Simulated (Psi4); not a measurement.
# AlHOF2 (SMILES [OH][Al]([F])[F]) at PBE0/def2-SVP (sweep point 2)

Aim: the vertical ionisation energy of AlHOF2 at PBE0/def2-SVP (sweep point 2), from 2 runs. Input form: a Python script.

Program for the calculation: Psi4 1.11.

## 1. The structure to begin with

AlHOF2 has 5 atoms, charge 0, and is taken as a singlet. As SMILES, `[OH][Al]([F])[F]`. The coordinates come from a PBE0-D4/def2-TZVP relaxation.

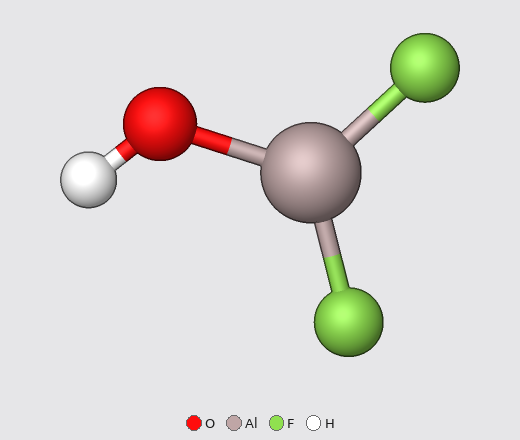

Viewed from a chosen angle; oxygen red, aluminium light grey, fluorine green, hydrogen white.

## 2. A single-point energy at PBE0/def2-SVP (sweep point 2)

Input file run.py:

```python
import psi4

psi4.set_memory(1600000000)
psi4.set_num_threads(1)
psi4.core.set_output_file('psi4.out', False)

m = psi4.geometry("""
0 1
O      0.004500     1.227000     0.002400
Al     0.185700    -0.435200     0.092100
F      1.487400    -1.050600     0.862600
F     -0.897900    -1.471800    -0.566700
H     -0.729900     1.657100    -0.431800
units angstrom
symmetry c1
""")

options = {'basis': 'def2-SVP', 'reference': 'rks', 'puream': True, 'scf_type': 'pk', 'dft_radial_points': 99, 'dft_spherical_points': 590}
psi4.set_options(options)

result, w = psi4.energy("PBE0", return_wfn=True)
print('E =', round(result, 9))
for k, v in sorted(psi4.core.scalar_variables().items()):
    print(f'{k:45s} {v:18.10f}')
```

Launch:

```console
$ python run.py
```

psi4.out:

```text
[...]
  Running in c1 symmetry.
[...]
  Nuclear repulsion =  160.477498767309982
[...]
  Multiplicity = 1
[...]
  Nalpha       = 20
  Nbeta        = 20
[...]
    Number of basis functions: 65
[...]
   @RKS iter   1:  -517.18428338493732   -6.25591e-01   1.35631e-02 ADIIS/DIIS
[...]
   @RKS iter   9:  -517.45946476684742   -3.41220e-09   1.31973e-07 DIIS
[...]
    Orbital Energies [Eh]
    ---------------------
    Doubly Occupied:
       1A    -56.191951     2A    -24.742576     3A    -24.739345
       4A    -19.213210     5A     -4.226189     6A     -2.762624
       7A     -2.758168     8A     -2.756732     9A     -1.163841
      10A     -1.154668    11A     -1.004236    12A     -0.540477
      13A     -0.484468    14A     -0.458124    15A     -0.437137
      16A     -0.434298    17A     -0.420354    18A     -0.413722
      19A     -0.367900    20A     -0.354371
[...]
  @RKS Final Energy:  -517.45946476684742
   => Energetics <=
    Nuclear Repulsion Energy =            160.4774987673099815
    One-Electron Energy =               -1040.5967996816873438
    Two-Electron Energy =                 399.2715694651186027
    DFT Exchange-Correlation Energy =     -36.6117333175886017
    Empirical Dispersion Energy =           0.0000000000000000
    VV10 Nonlocal Energy =                  0.0000000000000000
    Total Energy =                       -517.4594647668474181
[...]
 Multipole Moments:
 ------------------------------------------------------------------------------------
     Multipole            Electronic (a.u.)      Nuclear  (a.u.)        Total (a.u.)
 ------------------------------------------------------------------------------------
 L = 1.  Multiply by 2.5417464519 to convert [e a0] to [Debye]
 Dipole X            :          0.5131474           -1.0575995           -0.5444521
 Dipole Y            :         -2.9315370            3.4664567            0.5349197
 Dipole Z            :          0.2740128           -0.5933049           -0.3192921
 Magnitude           :                                                    0.8273540
[...]
```

Standard output:

```text
E = -517.459464767
CURRENT ENERGY                                   -517.4594647668
CURRENT REFERENCE ENERGY                         -517.4594647668
DD SOLVATION ENERGY                                 0.0000000000
DFT FUNCTIONAL TOTAL ENERGY                      -517.4594647668
DFT TOTAL ENERGY                                 -517.4594647668
DFT VV10 ENERGY                                     0.0000000000
DFT XC ENERGY                                     -36.6117333176
GRID ELECTRONS ALPHA                               20.0000028132
GRID ELECTRONS BETA                                20.0000028132
GRID ELECTRONS TOTAL                               40.0000056264
NUCLEAR REPULSION ENERGY                          160.4774987673
ONE-ELECTRON ENERGY                             -1040.5967996817
PCM POLARIZATION ENERGY                             0.0000000000
PE ENERGY                                           0.0000000000
SCF ITERATION ENERGY                             -517.4594647668
SCF ITERATIONS                                      9.0000000000
SCF TOTAL ENERGY                                 -517.4594647668
TWO-ELECTRON ENERGY                               399.2715694651
XC GRID RADIAL POINTS                              99.0000000000
XC GRID SPHERICAL POINTS                          590.0000000000
XC GRID TOTAL POINTS                           281085.0000000000
```

Run time: 5.1 s. Hardware: 1 thread of AMD EPYC 9R45 (Zen 5), shared host; peak memory 0.63 GiB.

## 3. The doublet cation at the same level

Input file calc.py:

```python
import psi4

psi4.set_memory(1600000000)
psi4.set_num_threads(1)
psi4.set_output_file('psi4.out', False)

molecule = psi4.geometry("""
1 2
O      0.004500     1.227000     0.002400
Al     0.185700    -0.435200     0.092100
F      1.487400    -1.050600     0.862600
F     -0.897900    -1.471800    -0.566700
H     -0.729900     1.657100    -0.431800
units angstrom
symmetry c1
""")

psi4.set_options({
    'basis': 'def2-SVP',
    'reference': 'uks',
    'puream': True,
    'scf_type': 'pk',
    'dft_radial_points': 99,
    'dft_spherical_points': 590,
    'maxiter': 150,
})

E = psi4.energy("PBE0", molecule=molecule)
print(f'PBE0 energy: {E:.10f} Eh')
```

Launch:

```console
$ python calc.py
```

psi4.out:

```text
[...]
  Running in c1 symmetry.
[...]
  Nuclear repulsion =  160.477498767309982
[...]
  Multiplicity = 2
[...]
  Nalpha       = 20
  Nbeta        = 19
[...]
    Number of basis functions: 65
[...]
   @UKS iter   1:  -516.85037182449594   -2.91679e-01   9.39760e-03 DIIS/ADIIS
[...]
   @UKS iter  13:  -516.99062114870378   -1.27097e-08   2.18692e-07 DIIS
[...]
   @S^2 Observed:                7.553639786E-01
[...]
    Orbital Energies [Eh]
    ---------------------
    Alpha Occupied:
       1A    -56.485677     2A    -24.989650     3A    -24.982964
       4A    -19.670420     5A     -4.518629     6A     -3.054131
       7A     -3.051526     8A     -3.048783     9A     -1.448778
      10A     -1.404405    11A     -1.394033    12A     -0.939848
      13A     -0.836020    14A     -0.789393    15A     -0.719294
      16A     -0.690627    17A     -0.675684    18A     -0.666960
      19A     -0.659964    20A     -0.645122
    Alpha Virtual:
      21A     -0.279402    22A     -0.223999    23A     -0.177009
      24A     -0.121132    25A     -0.066023    26A     -0.020985
[...]
  @UKS Final Energy:  -516.99062114870378
   => Energetics <=
    Nuclear Repulsion Energy =            160.4774987673099815
    One-Electron Energy =               -1028.8169658015449386
    Two-Electron Energy =                 387.6541280765095507
    DFT Exchange-Correlation Energy =     -36.3052821909783106
    Empirical Dispersion Energy =           0.0000000000000000
    VV10 Nonlocal Energy =                  0.0000000000000000
    Total Energy =                       -516.9906211487037808
[...]
 Multipole Moments:
 ------------------------------------------------------------------------------------
     Multipole            Electronic (a.u.)      Nuclear  (a.u.)        Total (a.u.)
 ------------------------------------------------------------------------------------
 L = 1.  Multiply by 2.5417464519 to convert [e a0] to [Debye]
 Dipole X            :          0.2238541           -1.0575995           -0.8337454
 Dipole Y            :         -1.0413527            3.4664567            2.4251040
 Dipole Z            :          0.1221322           -0.5933049           -0.4711727
 Magnitude           :                                                    2.6073482
[...]
```

Standard output:

```text
PBE0 energy: -516.9906211487 Eh
```

It took 9 s on 1 thread of AMD EPYC 9R45 (Zen 5), shared host; peak memory 0.64 GiB.

## 4. Summary of results

At PBE0/def2-SVP (sweep point 2):

| quantity | value |
| --- | --- |
| singlet AlHOF2: total energy | -517.45946 Eh |
| singlet AlHOF2: dipole moment | 2.10 D |
| singlet AlHOF2: HOMO energy | -9.64 eV |
| singlet AlHOF2: LUMO energy | -0.84 eV |
| singlet AlHOF2: HOMO–LUMO gap | 8.80 eV |
| doublet cation: total energy | -516.99062 Eh |
| doublet cation: HOMO energy (highest over α and β) | -17.35 eV |
| doublet cation: LUMO energy (lowest over α and β) | -15.73 eV |
| doublet cation: ⟨S²⟩ | 0.755 |
| vertical ionisation energy (to the doublet cation) | 12.758 eV |

Removing an electron at fixed nuclei costs 12.76 eV (294 kcal/mol). The negative HOMO energy of the first species, 9.64 eV, lies 3.11 eV below that difference.
